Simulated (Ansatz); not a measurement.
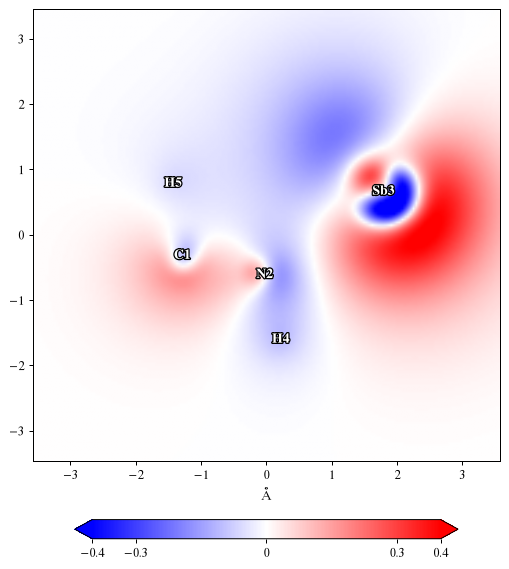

CH$_{4}$NSb. The HOMO−1 on the plane of atoms N2, C1 and H5 (values in Å⁻³ᐟ²; the overall sign is arbitrary).

Core potentials replace the inner electrons of Sb.

All numbers below come from RKS B3LYP-D4/def2-SVP (Ansatz).

The calculation's input:

```
crystal:
  periodic: [false, false, false]
  atoms:
    - { symbol: C, position_ang: [-0.88037, -0.42998, -0.67331] }
    - { symbol: "N", position_ang: [-0.49142, -0.90604, 0.41101] }
    - { symbol: Sb, position_ang: [1.0938, -0.00868, 1.43019] }
    - { symbol: H, position_ang: [-1.19736, -1.66959, 0.39555] }
    - { symbol: H, position_ang: [-0.45802, 0.44578, -1.17722] }
    - { symbol: H, position_ang: [0.46237, 1.56333, 1.20003] }
    - { symbol: H, position_ang: [1.98516, 0.24747, -0.0066] }
basis:
  gaussian: { orbitals: def2-SVP }
hamiltonian:
  xc: b3lyp
  dispersion: d4
relax:
  f_tol: 0.02
  max_steps: 50
output:
  orbitals: {}
```

Command:

```sh
ansatz run input.yaml --threads 1 --pin off --max-ram 2048MiB --backend cpu --events-out ev --progress --plain --runs-dir out
```

The fields are those of the relaxed geometry.

Where does this orbital lie, and at what energy?

It lies mainly on Sb3 (about 70 %), H6 (about 10 %) and H7 (about 10 %). Its energy is −8.00 eV.
